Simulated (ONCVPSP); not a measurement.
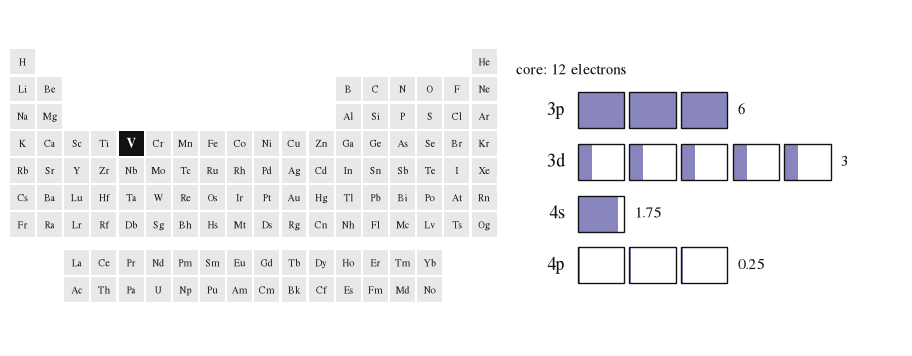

Left, the place of vanadium in the periodic table; right, the valence shells of the reference configuration: a box for each of the 2l + 1 orbitals, shaded by the share of the shell that is filled, with the electron count at the right.

Pseudopotential generation: V (part 1 of 2)

Vanadium (V, Z = 23), core [Ne] 3s2, reference valence 3p6 3d3 4s1.75 4p0.25, valence charge 11. Computed at this level: ONCV potential, LDA (Perdew-Zunger), fully relativistic, made with ONCVPSP 4.0.1.

The program's output (extracts):
```
ONCVPSP  (Optimized Norm-Conservinng Vanderbilt PSeudopotential)
relativistic version 4.0.1

#   n    l    f        energy (Ha)
    1    0    2.00    -1.9663035D+02
    2    0    2.00    -2.2097473D+01
    2    1    6.00    -1.8400492D+01    -1.8660697D+01
    3    0    2.00    -2.5792670D+00
    3    1    6.00    -1.6183712D+00    -1.6492523D+00
    3    2    3.00    -2.0962184D-01    -2.1206793D-01
    4    0    1.75    -1.8672516D-01
    4    1    0.25    -6.2769885D-02    -6.4042533D-02

Reference configufation results
  iterations    29
  all-electron total energy (Ha)   -9.47039122D+02

Begin loop to  construct optimized pseudo wave functions
and semi-local pseudopoentials for all angular momenta

Calculating optimized projector #   1

 for l=   0

    Fraction of norm inside rc  0.227105
    Optimizing pswf for qcut=   3.20 a_B^-1,  ecut=   5.12 Ha
    Residual kinetic energy error=  3.97D-05 Ha

    Energy error per electron        Cutoff
         Ha          eV             Ha
         0.01000     0.27211        2.03
         0.00100     0.02721        3.26
         0.00010     0.00272        4.32
         0.00001     0.00027       19.30

Calculating optimized projector #   1

 for l=   1

    Fraction of norm inside rc  0.920798
    Optimizing pswf for qcut=   7.59 a_B^-1,  ecut=  28.82 Ha
    Residual kinetic energy error=  7.46D-06 Ha

    Energy error per electron        Cutoff
         Ha          eV             Ha
         0.01000     0.27211       16.83
         0.00100     0.02721       21.49
         0.00010     0.00272       24.99
         0.00001     0.00027       28.76

Calculating optimized projector #   2

 for l=   1

    Fraction of norm inside rc  0.022283
    Optimizing pswf for qcut=   7.59 a_B^-1,  ecut=  28.82 Ha
    Residual kinetic energy error=  7.46D-07 Ha

    Energy error per electron        Cutoff
         Ha          eV             Ha
         0.01000     0.27211       10.31
         0.00100     0.02721       16.14
         0.00010     0.00272       21.21
         0.00001     0.00027       24.99

Calculating optimized projector #   1

 for l=   1

    Fraction of norm inside rc  0.924165
    Optimizing pswf for qcut=   7.59 a_B^-1,  ecut=  28.82 Ha
    Residual kinetic energy error=  8.36D-06 Ha

    Energy error per electron        Cutoff
         Ha          eV             Ha
         0.01000     0.27211       17.01
         0.00100     0.02721       21.63
         0.00010     0.00272       25.13
         0.00001     0.00027       29.27

Calculating optimized projector #   2

 for l=   1

    Fraction of norm inside rc  0.022688
    Optimizing pswf for qcut=   7.59 a_B^-1,  ecut=  28.82 Ha
    Residual kinetic energy error=  8.92D-07 Ha

    Energy error per electron        Cutoff
         Ha          eV             Ha
         0.01000     0.27211       10.49
         0.00100     0.02721       16.37
         0.00010     0.00272       21.41
         0.00001     0.00027       25.21

   Wellstate for l =  2  n =  5 kap= -3
     eigenvalue =   1.2904
     asymptotic potential =   1.7904
     half-point radius =  4.6053

   Wellstate for l =  2  n =  6 kap= -3
     eigenvalue =   2.7904
     asymptotic potential =   3.2904
     half-point radius =  4.2158

Calculating optimized projector #   1

 for l=   2

    Fraction of norm inside rc  0.800558
    Optimizing pswf for qcut=   8.40 a_B^-1,  ecut=  35.29 Ha
    Residual kinetic energy error=  3.44D-07 Ha

    Energy error per electron        Cutoff
         Ha          eV             Ha
         0.01000     0.27211       21.07
         0.00100     0.02721       25.43
         0.00010     0.00272       28.92
         0.00001     0.00027       31.72

Calculating optimized projector #   2

 for l=   2

    Fraction of norm inside rc  0.140332
    Optimizing pswf for qcut=   8.40 a_B^-1,  ecut=  35.29 Ha
    Residual kinetic energy error=  3.18D-06 Ha

    Energy error per electron        Cutoff
         Ha          eV             Ha
         0.01000     0.27211       21.72
         0.00100     0.02721       26.77
         0.00010     0.00272       30.57
         0.00001     0.00027       34.01

Calculating optimized projector #   3

 for l=   2

    Fraction of norm inside rc  0.165046
    Optimizing pswf for qcut=   8.40 a_B^-1,  ecut=  35.29 Ha
    Residual kinetic energy error=  2.86D-05 Ha

    Energy error per electron        Cutoff
         Ha          eV             Ha
         0.01000     0.27211       24.75
         0.00100     0.02721       29.63
         0.00010     0.00272       33.52
         0.00001     0.00027       42.05

   Wellstate for l =  2  n =  5 kap=  2
     eigenvalue =   1.2879

   Wellstate for l =  2  n =  6 kap=  2
     eigenvalue =   2.7896

Calculating optimized projector #   1

 for l=   2

    Fraction of norm inside rc  0.802767
    Optimizing pswf for qcut=   8.40 a_B^-1,  ecut=  35.29 Ha
    Residual kinetic energy error=  3.49D-07 Ha

    Energy error per electron        Cutoff
         Ha          eV             Ha
         0.01000     0.27211       21.09
         0.00100     0.02721       25.45
         0.00010     0.00272       28.93
         0.00001     0.00027       31.73

Calculating optimized projector #   2

 for l=   2

    Fraction of norm inside rc  0.140574
    Optimizing pswf for qcut=   8.40 a_B^-1,  ecut=  35.29 Ha
    Residual kinetic energy error=  3.21D-06 Ha

    Energy error per electron        Cutoff
         Ha          eV             Ha
         0.01000     0.27211       21.74
         0.00100     0.02721       26.79
         0.00010     0.00272       30.58
         0.00001     0.00027       34.02

Calculating optimized projector #   3

 for l=   2

    Fraction of norm inside rc  0.165229
    Optimizing pswf for qcut=   8.40 a_B^-1,  ecut=  35.29 Ha
    Residual kinetic energy error=  2.89D-05 Ha

    Energy error per electron        Cutoff
         Ha          eV             Ha
         0.01000     0.27211       24.77
         0.00100     0.02721       29.65
         0.00010     0.00272       33.53
         0.00001     0.00027       42.13

Construct Vanderbilt / Kleinmman-Bylander projectors

B matrix Hermiticity error, ll=  1  kap= -2
   1   2    7.0526D-05

  Orthonormal projector coefficients  8.3416E-01 -4.3982E-01

B matrix Hermiticity error, ll=  1  kap=  1
   1   2    7.2796D-05

  Orthonormal projector coefficients  1.0611E+00 -5.0328E-01

B matrix Hermiticity error, ll=  2  kap= -3
   1   2   -8.4964D-05
   1   3    1.1609D-04
   2   3    6.5865D-05

  Orthonormal projector coefficients -5.3902E+00 -2.6262E+00 -6.1673E-01

B matrix Hermiticity error, ll=  2  kap=  2
   1   2   -8.5302D-05
   1   3    1.1671D-04
   2   3    6.5979D-05

  Orthonormal projector coefficients -5.4009E+00 -2.6330E+00 -6.1872E-01

 Orthonormal scalar projector coefficients, l =  1
  9.0716E-01 -4.6054E-01  2.2796E-03 -5.3329E-05

 Orthonormal spin-orbit projector coefficients, l =  1
 -1.7788E-01  5.7753E-02  1.2682E-02 -1.5594E-03

 Orthonormal scalar projector coefficients, l =  2
 -5.3945E+00 -2.6289E+00 -6.1753E-01 -9.8202E-08 -2.1190E-08 -7.5698E-09

 Orthonormal spin-orbit projector coefficients, l =  2
  4.4530E-03  2.7860E-03  6.9091E-04 -9.7256E-05 -1.1061E-05 -4.4329E-06

Model core correction analysis
  based on d2Exc/dn_idn_j

d2excae - all-electron derivatives

   -2.718353D-02   -1.958064D-02   -2.555830D-03   -1.069456D-03
   -1.958065D-02   -1.790952D-02   -7.564551D-03   -3.942420D-03
   -2.555680D-03   -7.562956D-03   -2.400272D-02   -2.008665D-02
   -1.069442D-03   -3.941071D-03   -2.007371D-02   -2.578603D-02

d2excps - pseudofunction derivatives with no core correction

   -4.573329D-02   -3.144455D-02   -2.988662D-03   -1.733905D-03
   -3.144508D-02   -2.850219D-02   -9.618315D-03   -4.796063D-03
   -2.988423D-03   -9.615735D-03   -2.799261D-02   -2.288038D-02
   -1.733969D-03   -4.793915D-03   -2.285607D-02   -2.962681D-02

rms 2nd derivative error    7.049724E-03

rmatch, rhocmatch    0.5506   14.7024

Teter function model core charge with specified parameters

d2excps - pseudofunction derivatives with core correction

   -4.159102D-02   -3.005548D-02   -2.978154D-03   -1.565473D-03
   -3.005574D-02   -2.791831D-02   -9.613149D-03   -4.743823D-03
   -2.977912D-03   -9.610569D-03   -2.799250D-02   -2.288000D-02
   -1.565497D-03   -4.741673D-03   -2.285570D-02   -2.961980D-02

rms 2nd derivative error    6.040907E-03

Pseudoatom total energy  -47.271062

Diagnostic tests using Vanderbilt-Kleinman-Bylander pseudopotentials
  relativistic with J = L +/- 1/2 projectors

   l  kap   rcore       rmatch      e in        delta e    norm test   slope test

   0  -1   2.3557479   2.4272735  -0.1867252  -0.0000002   1.0000008   0.9999954

   1  -2   1.6551903   1.7054455  -1.6183712   0.0000060   1.0000955   1.0001058
   1   1   1.6551903   1.7054455  -1.6492523   0.0000126   1.0000897   1.0000931
   1  -2   1.6551903   1.7054455  -0.0627699   0.0000014   1.0000382   1.0000264
   1   1   1.6551903   1.7054455  -0.0640425   0.0000038   1.0000675   1.0000518

   2  -3   2.0043951   2.0652528  -0.2096218  -0.0000019   1.0000639   1.0000773
   2   2   2.0043951   2.0652528  -0.2120679   0.0000003   1.0000694   1.0000610
   2  -3   2.0043951   2.0652528   1.2903782   0.0000162   1.0001245   1.0001245
   2   2   2.0043951   2.0652528   1.2896178   0.0000180   1.0001244   1.0001244
   2  -3   2.0043951   2.0652528   2.7903782   0.0000188   1.0001998   1.0001998
   2   2   2.0043951   2.0652528   2.7895442   0.0000194   1.0002003   1.0002003

Diagnostic tests using Vanderbilt-Kleinman-Bylander pseudopotentials
  relativistic with scalar and spin-orbit non-local projectors

   l  kap   rcore       rmatch      e in        delta e    norm test   slope test

   0  -1   2.3557479   2.4272735  -0.1867252  -0.0000002   1.0000008   0.9999954

   1  -2   1.6551903   1.7054455  -1.6183712   0.0000076   1.0000945   1.0001056
   1   1   1.6551903   1.7054455  -1.6492523   0.0000142   1.0000887   1.0000928
   1  -2   1.6551903   1.7054455  -0.0627699   0.0000015   1.0000403   1.0000267
   1   1   1.6551903   1.7054455  -0.0640425   0.0000038   1.0000696   1.0000520

   2  -3   2.0043951   2.0652528  -0.2096218  -0.0000018   1.0000640   1.0000777
   2   2   2.0043951   2.0652528  -0.2120679   0.0000002   1.0000693   1.0000605
   2  -3   2.0043951   2.0652528   1.2903782   0.0000163   1.0001245   1.0001245
   2   2   2.0043951   2.0652528   1.2896178   0.0000179   1.0001245   1.0001245
   2  -3   2.0043951   2.0652528   2.7903782   0.0000189   1.0001998   1.0001998
   2   2   2.0043951   2.0652528   2.7895442   0.0000191   1.0002003   1.0002003

Ghost test for J = L + 1/2

 Testing for bound ghosts
   n   l    E NL Schr. Eq   E Basis Diag.   E Cutoff

       0                       -2.220715     22.39  WARNING - GHOST(-)
   1   0       -0.186725       -0.179531     22.39

   2   1       -1.618365       -1.618358     81.68
   3   1       -0.062768        0.082638     81.68

   3   2       -0.209624       -0.208582    138.01

 Testing for highly-localized positive-energy ghosts
       l    <radius>/rc     E Basis Diag.   E Cutoff

Ghost test for J = L - 1/2

 Testing for bound ghosts
   n   l    E NL Schr. Eq   E Basis Diag.   E Cutoff

       0                       -2.220715     22.39  WARNING - GHOST(-)
   1   0       -0.186725       -0.179531     22.39

   2   1       -1.649240       -1.649233     81.68
   3   1       -0.064039        0.078590     81.68

   3   2       -0.212068       -0.211056    138.01

 Testing for highly-localized positive-energy ghosts
       l    <radius>/rc     E Basis Diag.   E Cutoff

Test configuration 0

   n   l kap    f        eae           eps        diff
   1   0  -1  2.0000 -196.63034766
   2   0  -1  2.0000  -22.09747340
   2   1  -2  4.0000  -18.40049161
   2   1   1  2.0000  -18.66069674
   3   0  -1  2.0000   -2.57926700
   3   1  -2  4.0000   -1.61837120   -1.61836516    6.03E-06
   3   1   1  2.0000   -1.64925225   -1.64923966    1.26E-05
   3   2  -3  1.8000   -0.20962184   -0.20962375   -1.90E-06
   3   2   2  1.2000   -0.21206793   -0.21206763    3.07E-07
   4   0  -1  1.7500   -0.18672516   -0.18672534   -1.79E-07
   4   1  -2  0.1667   -0.06276989   -0.06276850    1.39E-06
   4   1   1  0.0833   -0.06404253   -0.06403875    3.78E-06

    Total energies and differences
      AE_ref= -9.47039122E+02  AE_tst= -9.47039122E+02  dif=  0.00E+00
      PS_ref= -4.72710620E+01  PS_tst= -4.72710620E+01  dif=  1.56E-13
      PSP excitation error= -1.56E-13

Test configuration 1

   n   l kap    f        eae           eps        diff
   1   0  -1  2.0000 -196.61658067
   2   0  -1  2.0000  -22.08433544
   2   1  -2  4.0000  -18.38732498
   2   1   1  2.0000  -18.64752691
   3   0  -1  2.0000   -2.56564694
   3   1  -2  4.0000   -1.60475055   -1.60562244   -8.72E-04
   3   1   1  2.0000   -1.63563474   -1.63651140   -8.77E-04
   3   2  -3  1.8000   -0.19676799   -0.19713389   -3.66E-04
   3   2   2  1.2000   -0.19920319   -0.19956867   -3.65E-04
   4   0  -1  2.0000   -0.17832404   -0.17828377    4.03E-05
   4   1  -2  0.0000   -0.05581583   -0.05581583    0.00E+00
   4   1   1  0.0000   -0.05705800   -0.05705800    0.00E+00

    Total energies and differences
      AE_ref= -9.47039122E+02  AE_tst= -9.47069815E+02  dif= -3.07E-02
      PS_ref= -4.72710620E+01  PS_tst= -4.73017492E+01  dif= -3.07E-02
      PSP excitation error= -6.60E-06

Test configuration 2

   n   l kap    f        eae           eps        diff
   1   0  -1  2.0000 -196.90215678
   2   0  -1  2.0000  -22.36392758
   2   1  -2  4.0000  -18.66742703
   2   1   1  2.0000  -18.92766891
   3   0  -1  2.0000   -2.84787615
   3   1  -2  4.0000   -1.88714462   -1.88507776    2.07E-03
   3   1   1  2.0000   -1.91799760   -1.91591028    2.09E-03
   3   2  -3  1.8000   -0.47368554   -0.47287512    8.10E-04
   3   2   2  1.2000   -0.47620533   -0.47539243    8.13E-04
   4   0  -1  1.0000   -0.41031303   -0.41037359   -6.06E-05
   4   1  -2  0.0000   -0.25719704   -0.25719704    0.00E+00
   4   1   1  0.0000   -0.25935735   -0.25935735    0.00E+00

    Total energies and differences
      AE_ref= -9.47039122E+02  AE_tst= -9.46777985E+02  dif=  2.61E-01
      PS_ref= -4.72710620E+01  PS_tst= -4.70099242E+01  dif=  2.61E-01
      PSP excitation error= -1.12E-06

Test configuration 3

psatom_r: WARNING lschvkbb convergence error n,l,kap,iter=   1   0  -1

.
ea(ii),et,emin,emax -5.822442E-01 -5.951934E-01 -5.951934E-01 -5.951934E-01

psatom_r: WARNING lschvkbb convergence error n,l,kap,iter=   1   0  -1

0
ea(ii),et,emin,emax -5.899959E-01 -6.215659E-01 -6.215659E-01 -6.215659E-01

psatom_r: WARNING lschvkbb convergence error n,l,kap,iter=   1   0  -1

2
ea(ii),et,emin,emax -6.135478E-01 -6.485240E-01 -6.485240E-01 -6.485240E-01

   n   l kap    f        eae           eps        diff
   1   0  -1  2.0000 -197.23775687
   2   0  -1  2.0000  -22.69060482
   2   1  -2  4.0000  -18.99485414
   2   1   1  2.0000  -19.25515666
   3   0  -1  2.0000   -3.17646328
   3   1  -2  4.0000   -2.21537740   -2.20868911    6.69E-03
   3   1   1  2.0000   -2.24624496   -2.23948649    6.76E-03
   3   2  -3  1.8000   -0.79217647   -0.78936655    2.81E-03
   3   2   2  1.2000   -0.79481593   -0.79199917    2.82E-03
   4   0  -1  0.0000   -0.65742018   -0.65742018    0.00E+00
   4   1  -2  0.0000   -0.47441671   -0.47441671    0.00E+00
   4   1   1  0.0000   -0.47759175   -0.47759175    0.00E+00

    Total energies and differences
      AE_ref= -9.47039122E+02  AE_tst= -9.46243453E+02  dif=  7.96E-01
      PS_ref= -4.72710620E+01  PS_tst= -4.64751352E+01  dif=  7.96E-01
      PSP excitation error= -2.58E-04

Test configuration 4

psatom_r: WARNING lschvkbb convergence error n,l,kap,iter=   1   0  -1


ea(ii),et,emin,emax -3.295105E-01 -3.374030E-01 -3.374030E-01 -3.374030E-01

psatom_r: WARNING lschvkbb convergence error n,l,kap,iter=   2   1  -2


ea(ii),et,emin,emax -1.873378E+00 -1.686040E+00 -1.686040E+00 -1.686040E+00

psatom_r: WARNING lschvkbb convergence error n,l,kap,iter=   3   2  -3


ea(ii),et,emin,emax -4.410537E-01 -3.969483E-01 -3.969483E-01 -3.969483E-01

psatom_r: WARNING lschvkbb convergence error n,l,kap,iter=   1   0  -1


ea(ii),et,emin,emax -3.295105E-01 -2.965594E-01 -2.965594E-01 -2.965594E-01

psatom_r: WARNING lschvkbb convergence error n,l,kap,iter=   3   1  -2


ea(ii),et,emin,emax -1.856580E-01 -1.670922E-01 -1.670922E-01 -1.670922E-01
run_config_r: WARNING for fully non-local PS atom,
 WARNING no output for configuration 5
```

(Continued in part 2.) Outcome of the run: generated, with a ghost state.
